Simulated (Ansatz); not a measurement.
Consider CdTe in the zinc blende structure (space group F-43m, No. 216; a = 6.558 Å). Axes: x, y, z lie along the cube axes.

Perturbation: compressive biaxial strain of 1.31 % in the plane normal to [001], as in epitaxy on a mismatched substrate; the out-of-plane cell vector and the atoms relax.

Level of theory: r2SCAN (Ansatz, a quantum-chemistry and plane-wave program, PAW, no SOC), earlier PAW set.

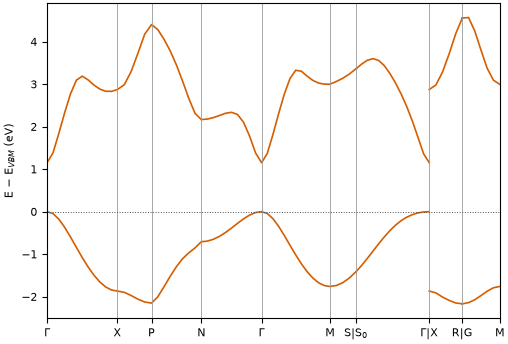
Figure: Highest valence and lowest conduction band along the path of the changed cell's own zone

Task: Read the changed gap and its character from the plot.

Result: About 1.2 eV, direct at Γ.

With Te present, leaving out spin-orbit coupling can change the band edges. Stability against distortions was not tested. Labels are those of the standard path for the cell's own space group.
